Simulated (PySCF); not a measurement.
**C₄H₄F₄: density, localisation and related maps**

```yaml
atoms:
  - { symbol: F, position_ang: [1.6411, 0.7491, 1.3282] }
  - { symbol: C, position_ang: [1.4648, 0.3001, 0.0496] }
  - { symbol: C, position_ang: [0.3988, -0.8048, 0.0431] }
  - { symbol: F, position_ang: [0.3828, -1.3491, -1.2237] }
  - { symbol: C, position_ang: [-0.9675, -0.3001, 0.4150] }
  - { symbol: C, position_ang: [-1.6567, 0.5448, -0.3301] }
  - { symbol: F, position_ang: [-2.8647, 0.9874, -0.0241] }
  - { symbol: F, position_ang: [-1.2623, 1.0819, -1.4712] }
  - { symbol: H, position_ang: [1.1600, 1.1505, -0.5666] }
  - { symbol: H, position_ang: [2.4218, -0.0992, -0.3004] }
  - { symbol: H, position_ang: [0.6970, -1.6102, 0.7248] }
  - { symbol: H, position_ang: [-1.4139, -0.6512, 1.3293] }
```

Geometry: GFN2-xTB.

Method: PBE0/pcSseg-1, SCF density, gas phase, non-relativistic (PySCF 2.14.0).

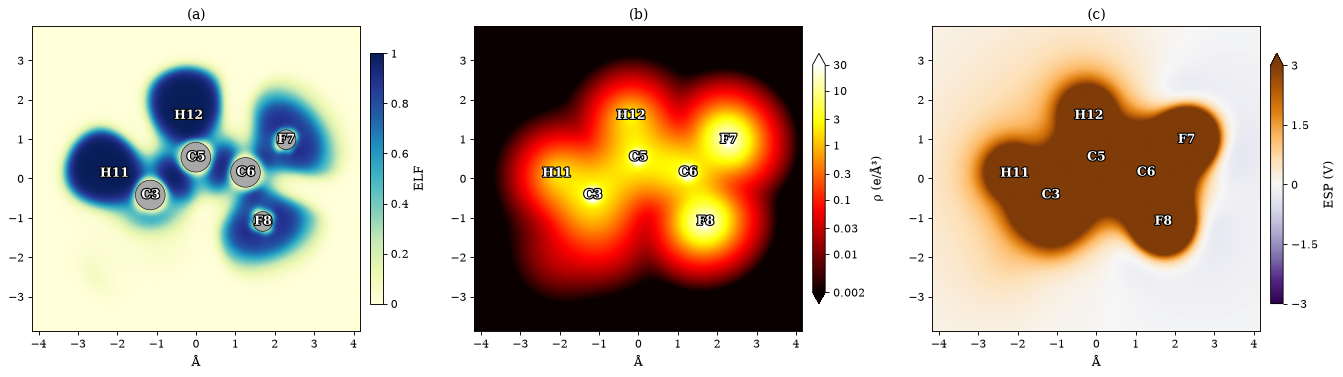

Figure 1. (a) electron localisation function; (b) total electron density; (c) molecular electrostatic potential on the plane of atoms C5, C6 and F8. Grey discs cover the atomic cores in the ELF map.

> What does the map show?

- Atoms in the plane: C, F and H.
- C–C (1.32 Å): the density is about 2.3 e/Å³ at the midpoint; the ELF peaks at about 0.90 between the atoms: a multiple bond.
- C–F (1.32 Å): ρ at the midpoint is about 2.5 e/Å³; the ELF peaks at about 0.85 between the atoms (a shared but strongly polarised pair).
- C–H (1.08 Å): ρ is about 2 e/Å³ halfway; the ELF climbs to about 1 towards the hydrogen, as it does in any bond to H: an ordinary covalent bond to hydrogen.
- C–C (1.50 Å): the density is about 1.7 e/Å³ at the midpoint; the ELF peaks at about 0.95 between the atoms: localised, covalent bonding.
- The ELF also peaks beside F8 and F7, away from the bonds: lone-pair regions.
- Outside the dense part of the molecule the potential is most negative (−0.3 V) near F7.

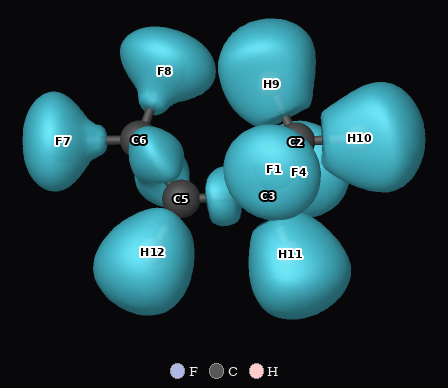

Figure 2. Isosurface of the ELF at 0.75 (cyan), seen at a tilt. Core shells and regions of very low density are left out.

> Describe the localisation domains.

At this value the surface marks out three regions between bonded C–C atoms (shared pairs), four regions around hydrogen nuclei and four regions on F in which the atom's valence shell and bonds are merged.

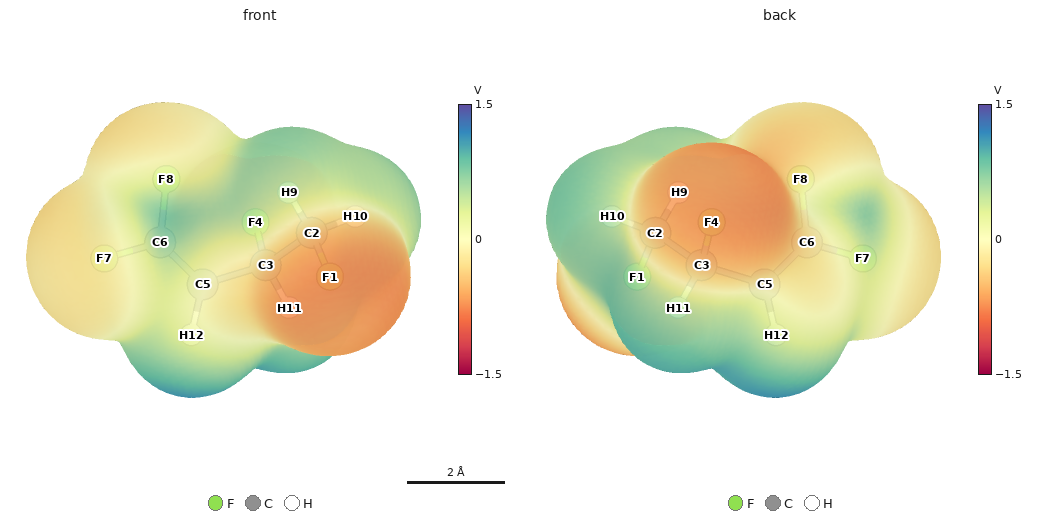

Figure 3. The electrostatic potential painted on the density surface at 0.001 e/bohr³, seen from the front and from behind; red is negative and blue positive.

> Describe the electrostatic potential map.

The most negative region (about −0.8 V, or −18 kcal/mol for a unit charge) lies over F1 and F4, the most positive (about +1.1 V, or +25 kcal/mol for a unit charge) over H12.

> How polar is the molecule by this calculation?

Its dipole moment is 0.84 D.
